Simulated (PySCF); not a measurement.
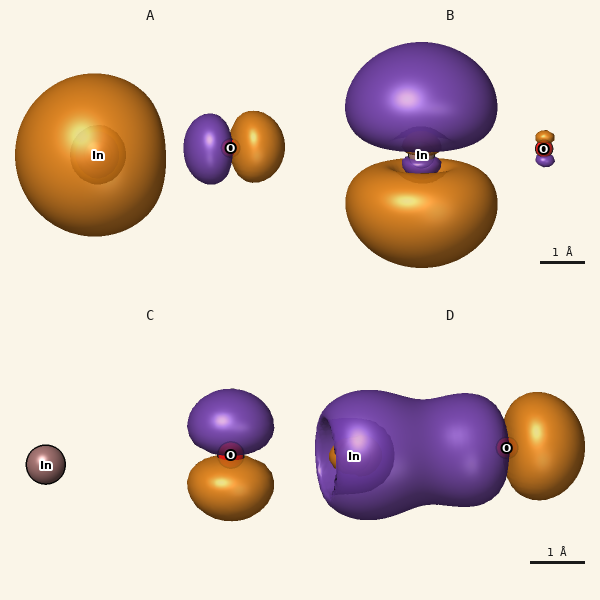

The picture shows: InO (charge +1, triplet). Four frontier α-spin orbitals, each drawn at the value that holds 80 % of its norm (orange and purple are the two phases), in no order; of a degenerate pair one member is drawn.

Core potentials replace the inner electrons of In.

Level of theory: PBE0/def2-SVP, non-relativistic Hamiltonian with scalar-relativistic core potentials where named, at a bond length of 2.925 Å in PySCF.

### Label each orbital by symmetry, say whether it is occupied, and order them by energy.

Orbital C: π, occupied in this spin, −18.42 eV; almost wholly on O.
Orbital D: σ, occupied in this spin, −16.74 eV; mainly on O (75 %).
Orbital A: σ, occupied in this spin, −15.02 eV; mainly on In (80 %).
Orbital B: π, empty in this spin, −7.35 eV; almost wholly on In.
